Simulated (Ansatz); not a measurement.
# BH3S (SMILES BS) at PBE0/STO-3G

What is the vertical ionisation energy of BH3S at PBE0/STO-3G? 

Program for the calculation: Ansatz 0.2.0.

54 further runs of the same task are left out: 2 that didn't finish, 52 set aside as unsound or not needed.

**1. The structure to begin with**

The species is BH3S (5 atoms), meant as a singlet with charge 0. SMILES: `BS`. Geometry: relaxed at PBE0-D4/def2-TZVP.

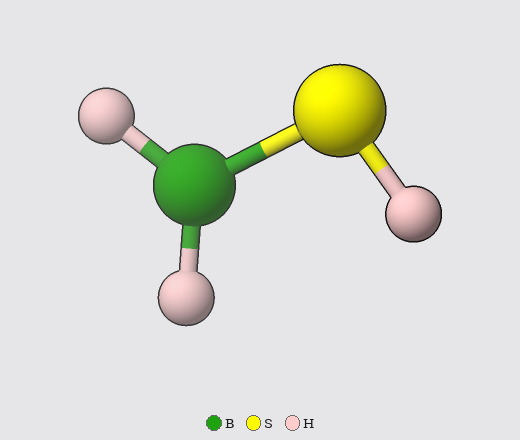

The structure, seen from a chosen angle (boron green, sulfur yellow, hydrogen pink).

**2. A single-point energy at PBE0/STO-3G**

The input, input.yaml:

```yaml
crystal:
  periodic: [false, false, false]
  atoms:
    - symbol: B
      position_ang: [-0.392100, -0.421000, 0.088100]
    - symbol: S
      position_ang: [0.161700, 1.236900, -0.154300]
    - symbol: H
      position_ang: [-1.562900, -0.556400, 0.264200]
    - symbol: H
      position_ang: [0.367100, -1.337600, 0.074200]
    - symbol: H
      position_ang: [1.476100, 1.004400, -0.313600]
basis:
  gaussian: {orbitals: STO-3G}
accuracy: high
hamiltonian: {xc: {name: PBE0}}
total_charge: 0
```

Launch:

```bash
$ ansatz run input.yaml --threads 1 --pin off --max-ram 2610MiB --events-out events.jsonl --progress --plain --runs-dir runs
```

Output:

```text
Warning: RAYON_NUM_THREADS=1 ignored (pool sized by the plan → 1); use --threads N
Functional definition: PBE0
  name "PBE0"
  parameter a = 0.25
  parameter kappa = 0.804
  parameter beta = 0.06672455060314922
  exchange = (1 - a)*pbe_x(kappa = kappa, mu = beta*pi^2/3) + a*exact_x
  correlation = pbe_c(beta = beta)
287 factors; integrals over basis functions are off by at most 2.4e-8 eV
mean field evaluation 1: about -11427.6227 eV, gradient 6.2e0 eV
mean field evaluation 2: about -11427.7919 eV, gradient 1.6e0 eV
mean field evaluation 4: about -11427.8025 eV, gradient 2.6e-1 eV
mean field evaluation 8: about -11427.7655 eV, gradient 2.7e-3 eV
mean field evaluation 16: about -11427.7655 eV, gradient 1.8e-8 eV
mean field -11427.76553336 eV, -419.9626373333 hartree, gradient 1.8e-8 eV, S^2 0.000000; 0 other end points of the search recorded, 0 dependent functions left out
reference -11427.76553463 eV, -419.9626373799 hartree; 12, 12 occupied and 5, 5 virtual orbitals, 287 factors
Total energy: -11427.76553463 eV, -419.9626373799 hartree
```

Wall time 0.88 s (1 thread of Arm Neoverse V1, shared host).

**3. The doublet cation at the same level**

The input, job.yaml:

```yaml
crystal:
  periodic: [false, false, false]
  atoms:
    - {symbol: B, position_ang: [-0.392100, -0.421000, 0.088100]}
    - {symbol: S, position_ang: [0.161700, 1.236900, -0.154300]}
    - {symbol: H, position_ang: [-1.562900, -0.556400, 0.264200]}
    - {symbol: H, position_ang: [0.367100, -1.337600, 0.074200]}
    - {symbol: H, position_ang: [1.476100, 1.004400, -0.313600]}
basis:
  gaussian: {orbitals: STO-3G}
magnetization: {spin_polarized: true, initial_magnetization: 1}
accuracy: high
hamiltonian: {xc: pbe0}
total_charge: 1
```

Launch:

```bash
$ ansatz run job.yaml --threads 1 --pin off --max-ram 2610MiB --events-out events.jsonl --progress --plain --runs-dir runs
```

Output (excerpt; [...] marks lines left out):

```text
Warning: RAYON_NUM_THREADS=1 ignored (pool sized by the plan → 1); use --threads N
[... 7 set-up lines as earlier in the session ...]
287 factors; integrals over basis functions are off by at most 2.4e-8 eV
mean field evaluation 1: about -11418.3572 eV, gradient 5.8e0 eV
mean field evaluation 2: about -11418.6967 eV, gradient 2.0e0 eV
mean field evaluation 4: about -11418.7319 eV, gradient 1.3e-1 eV
mean field evaluation 8: about -11418.7019 eV, gradient 8.1e-4 eV
mean field evaluation 16: about -11418.7019 eV, gradient 2.8e-7 eV
mean field -11418.70189929 eV, -419.6295549249 hartree, gradient 2.8e-8 eV, S^2 0.751400; 2 other end points of the search recorded, 0 dependent functions left out
reference -11418.70190062 eV, -419.6295549736 hartree; 12, 11 occupied and 5, 6 virtual orbitals, 287 factors
Total energy: -11418.70190062 eV, -419.6295549736 hartree
```

Run time: 1.6 s. Hardware: 1 thread of Arm Neoverse V1, shared host; peak memory 0.12 GiB.

**4. What came out**

At PBE0/STO-3G:

| quantity | value |
| --- | --- |
| singlet BH3S: total energy | -419.96264 Eh |
| doublet cation: total energy | -419.62955 Eh |
| doublet cation: ⟨S²⟩ | 0.751 |
| vertical ionisation energy (to the doublet cation) | 9.064 eV |

**Reading.** Removing an electron at fixed nuclei costs 9.06 eV (209 kcal/mol). In a minimal basis such a difference can be off by several eV, whatever the method.
